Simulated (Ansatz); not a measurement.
# doublet [SnSiH3F3]+ at 3 levels

Wanted: a comparison of 3 runs (UHF/STO-3G, U-r2SCAN/def2-SVP, UCCSD/def2-SVP) of doublet [SnSiH3F3]+. 

The results are computed with Ansatz 0.2.0.

35 further runs of the same task are left out: 35 set aside as unsound or not needed. Runs told in other sessions of the task aren't counted.

## (1) The molecule

[SnSiH3F3]+ has 8 atoms, charge +1, and is taken as a doublet. SMILES of the parent species: `[F][Sn]([F])([F])[SiH3]`. The shape is that of a PBE0-D4/def2-TZVP optimisation. That shape belongs to the parent species and isn't relaxed for this state.

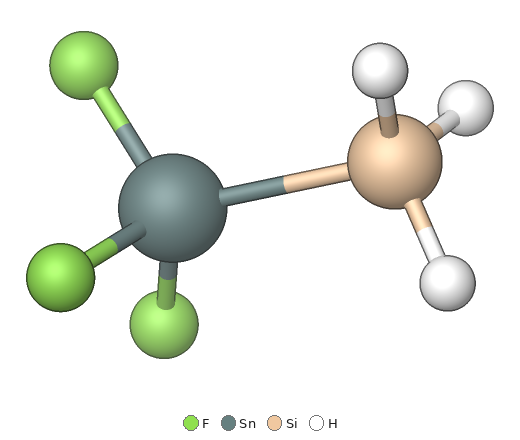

Viewed from a chosen angle; fluorine green, tin teal, silicon light orange, hydrogen white.

## (2) The energy at UHF/STO-3G (run 1)

File input.yaml:

```yaml
crystal:
  periodic: [false, false, false]
  atoms:
    - {symbol: F, position_ang: [0.165300, -2.193800, 1.388300]}
    - {symbol: Sn, position_ang: [0.794500, -0.774800, 0.288000]}
    - {symbol: F, position_ang: [2.267700, -0.076200, 1.269200]}
    - {symbol: F, position_ang: [1.622500, -1.679600, -1.166800]}
    - {symbol: Si, position_ang: [-0.973200, 0.954100, -0.377000]}
    - {symbol: H, position_ang: [-1.479100, 1.542100, 0.882900]}
    - {symbol: H, position_ang: [-0.282200, 1.951000, -1.224200]}
    - {symbol: H, position_ang: [-2.023600, 0.220100, -1.116300]}
basis:
  gaussian:
    orbitals: STO-3G
total_charge: 1
magnetization:
  spin_polarized: true
  initial_magnetization: 1
hamiltonian:
  xc: hf
accuracy: high
output:
  orbitals: {seedname: orbitals}
```

Started as:

```bash
$ ansatz run input.yaml --threads 1 --pin off --max-ram 2610MiB --events-out events.jsonl --progress --plain --runs-dir runs
```

The log of the run:

```text
Warning: RAYON_NUM_THREADS=1 ignored (pool sized by the plan → 1); use --threads N
Functional definition: HF
  name "HF"
  exchange = exact_x
  correlation = 0
1086 factors; integrals over basis functions are off by at most 5.2e-9 eV
mean field evaluation 1: about -178076.4128 eV, gradient 2.5e1 eV
mean field evaluation 2: about -178076.5005 eV, gradient 2.5e1 eV
mean field evaluation 4: about -178085.1807 eV, gradient 2.6e0 eV
mean field evaluation 8: about -178085.4362 eV, gradient 1.2e-1 eV
mean field evaluation 16: about -178085.4164 eV, gradient 9.8e-3 eV
mean field evaluation 32: about -178086.0562 eV, gradient 2.3e0 eV
mean field evaluation 64: about -178084.6052 eV, gradient 6.0e0 eV
mean field evaluation 96: about -178085.6794 eV, gradient 2.6e-1 eV
mean field evaluation 128: about -178085.9545 eV, gradient 1.1e0 eV
mean field evaluation 160: about -178085.4164 eV, gradient 1.4e-3 eV
mean field evaluation 192: about -178086.2852 eV, gradient 1.4e-2 eV
mean field -178086.28749507 eV, -6544.5503542226 hartree, gradient 3.0e-8 eV, S^2 0.753529; 7 other end points of the search recorded, 0 dependent functions left out
reference -178086.28749507 eV, -6544.5503542226 hartree; 47, 46 occupied and 7, 8 virtual orbitals, 1086 factors
Total energy: -178086.28749507 eV, -6544.5503542226 hartree
```

Wall time 20 s (1 thread of Arm Neoverse V2, shared host); peak memory 0.26 GiB.

## (3) The energy at U-r2SCAN/def2-SVP (core potential) (run 2)

input.yaml, as its differences from that of step 2:

```diff
@@ -1 +1,3 @@
+basis:
+  gaussian: {orbitals: def2-SVP}
 crystal:
@@ -11,13 +13,6 @@
     - {symbol: H, position_ang: [-2.023600, 0.220100, -1.116300]}
-basis:
-  gaussian:
-    orbitals: STO-3G
 total_charge: 1
-magnetization:
-  spin_polarized: true
-  initial_magnetization: 1
-hamiltonian:
-  xc: hf
+magnetization: {spin_polarized: true, initial_magnetization: 1}
+hamiltonian: {xc: r2scan}
 accuracy: high
-output:
-  orbitals: {seedname: orbitals}
+output: {orbitals: {seedname: orbitals}}
```

Started as:

```bash
$ ansatz run input.yaml --threads 1 --pin off --max-ram 2610MiB --events-out events.jsonl --progress --plain --runs-dir runs
```

The log of the run:

```text
Warning: RAYON_NUM_THREADS=1 ignored (pool sized by the plan → 1); use --threads N
Functional definition: r2SCAN
  name "r2SCAN"
  parameter k0 = 0.174
  parameter k1 = 0.065
  parameter a1 = 4.9479
  exchange = r2scan_x(k0 = k0, k1 = k1, a1 = a1)
  correlation = r2scan_c
2198 factors; integrals over basis functions are off by at most 5.1e-9 eV
mean field evaluation 1: about -21871.3035 eV, gradient 6.9e1 eV
mean field evaluation 2: about -21517.6612 eV, gradient 2.7e2 eV
mean field evaluation 4: about -21877.9925 eV, gradient 3.8e1 eV
mean field evaluation 8: about -21888.2882 eV, gradient 3.4e0 eV
mean field evaluation 16: about -21888.3772 eV, gradient 1.5e-2 eV
mean field evaluation 32: about -21888.3772 eV, gradient 1.3e-7 eV
mean field evaluation 64: about -21888.0177 eV, gradient 8.3e0 eV
mean field -21888.37717416 eV, -804.3830246754 hartree, gradient 3.7e-8 eV, S^2 0.755415; 6 other end points of the search recorded, 0 dependent functions left out
reference -21888.37717761 eV, -804.3830248023 hartree; 33, 32 occupied and 68, 69 virtual orbitals, 2198 factors
Total energy: -21888.37717761 eV, -804.3830248023 hartree
```

Run time: 54 s. Hardware: 1 thread of Arm Neoverse V2, shared host; peak memory 0.55 GiB.

## (4) The energy at UCCSD/def2-SVP (core potential) (run 3)

File input.yaml:

```yaml
crystal:
  periodic: [false, false, false]
  atoms:
    - symbol: F
      position_ang: [0.165300, -2.193800, 1.388300]
    - symbol: Sn
      position_ang: [0.794500, -0.774800, 0.288000]
    - symbol: F
      position_ang: [2.267700, -0.076200, 1.269200]
    - symbol: F
      position_ang: [1.622500, -1.679600, -1.166800]
    - symbol: Si
      position_ang: [-0.973200, 0.954100, -0.377000]
    - symbol: H
      position_ang: [-1.479100, 1.542100, 0.882900]
    - symbol: H
      position_ang: [-0.282200, 1.951000, -1.224200]
    - symbol: H
      position_ang: [-2.023600, 0.220100, -1.116300]
basis:
  gaussian:
    orbitals: def2-SVP
total_charge: 1
magnetization:
  spin_polarized: true
  initial_magnetization: 1
correlation:
  method: ccsd
  frozen_orbitals: {F: 1, H: 0, Si: 5, Sn: 4}
accuracy: high
scf:
  omitted_lower_state_checks: [cluster_reference, increment]
```

Started as:

```bash
$ ansatz run input.yaml --threads 1 --pin off --max-ram 2610MiB --events-out events.jsonl --progress --plain --runs-dir runs
```

The log of the run, shortened:

```text
Warning: RAYON_NUM_THREADS=1 ignored (pool sized by the plan → 1); use --threads N
[... 2 set-up lines as earlier in the session ...]
[...]
2198 factors; integrals over basis functions are off by at most 5.1e-9 eV
[...]
mean field -21814.17426712 eV, -801.6561181382 hartree, gradient 2.1e-8 eV, S^2 0.768030; 3 other end points of the search recorded, 0 dependent functions left out
12 core orbitals not correlated: weight in the atoms' cores, before any rotation towards them, 1.000 or more for the frozen orbitals, at most 0.000 for the correlated occupied ones
reference -21814.17426712 eV, -801.6561181382 hartree; 21, 20 occupied and 68, 69 virtual orbitals, 2198 factors
second order -20.92350672 eV of doubles, -0.00000000 eV of singles
cycle   1  -20.78772870 eV  change    1.4e-1 eV  update   1.6e-1
[...]
cycle  29  -21.65929450 eV  change   8.4e-10 eV  update   4.2e-9
Total energy: -21835.83356162 eV, -802.4520825299 hartree
Checks for a lower state left out: cluster_reference, increment
```

Run time: 3.5 min. Hardware: 1 thread of Arm Neoverse V2, shared host; peak memory 1.7 GiB.

## (5) The series

| run | level | core potential | frozen core orbitals | energy (Eh) | HOMO energy (eV) | LUMO energy (eV) | ⟨S²⟩ | wall time |
| --- | --- | --- | --- | --- | --- | --- | --- | --- |
| 1 | UHF/STO-3G | none | – | -6544.550354 | -14.20 | -3.79 | 0.754 | 20 s |
| 2 | U-r2SCAN/def2-SVP (core potential) | def2-SVP | – | -804.383025 | -15.22 | -14.17 | 0.755 | 54 s |
| 3 | UCCSD/def2-SVP (core potential) | def2-SVP | 12 | -802.452083 | – | – | 0.768 | 3.5 min |

## (6) Results

| quantity | value |
| --- | --- |
| run 3: total energy | -802.45208 Eh |
| run 3: correlation energy (12 core orbitals frozen) | -796.0 mEh |
| run 3: ⟨S²⟩ of the reference determinant | 0.768 |
| run 3: T1 diagnostic | 0.022 |

Some runs of one species differ in core potentials or relativity; totals across that change don't compare. In run 1 the basis is minimal, so the values are rough. In run 1 relativity is left out where basis or elements ask for it. All runs together took 4.8 min, the longest 3.5 min.
